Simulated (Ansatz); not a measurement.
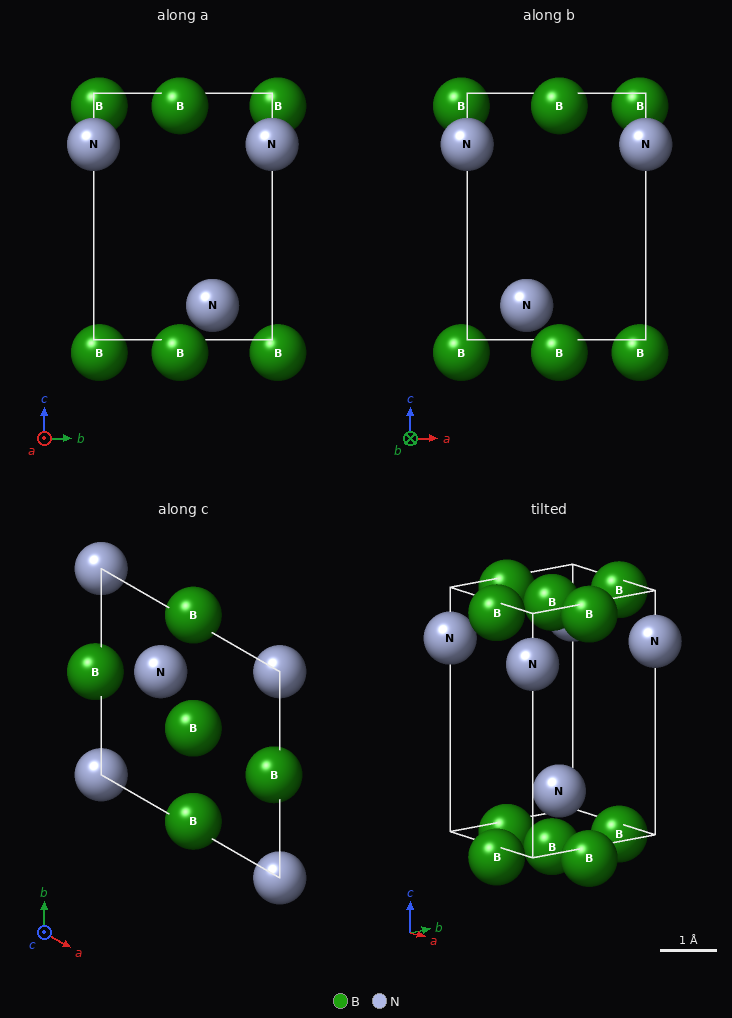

This spheres-only model is shown along the a axis, along the b axis, along the c axis and slightly off an axis. The conventional unit cell is drawn as a box.

Lattice parameters: a = 3.7028 Å, b = 3.7028 Å, c = 4.4300 Å, α = 90.000°, β = 90.000°, γ = 120.000°.

> Put the structure into a CIF with its space group and independent sites, with free fractional coordinates to two decimals.

```cif
data_structure
_symmetry_space_group_name_H-M 'P 3 m 1'
_symmetry_Int_Tables_number 156
_cell_length_a 3.7028
_cell_length_b 3.7028
_cell_length_c 4.4300
_cell_angle_alpha 90.000
_cell_angle_beta 90.000
_cell_angle_gamma 120.000
_cell_volume 52.60
loop_
_atom_site_label
_atom_site_type_symbol
_atom_site_symmetry_multiplicity
_atom_site_Wyckoff_symbol
_atom_site_fract_x
_atom_site_fract_y
_atom_site_fract_z
_atom_site_occupancy
B1 B 3 d 0.52 0.48 0.95 1
N1 N 1 b 0.3333 0.6667 0.14 1
N2 N 1 a 0.00 0.00 0.79 1
```

Provenance: a random cell made by a generator, so it need not be a real form of the compound. Earlier steps of the study, as a rule a relaxation of our own, may have changed the cell and positions, so they can lie some per cent off the listed ones. It was run through Ansatz as a DFT input.
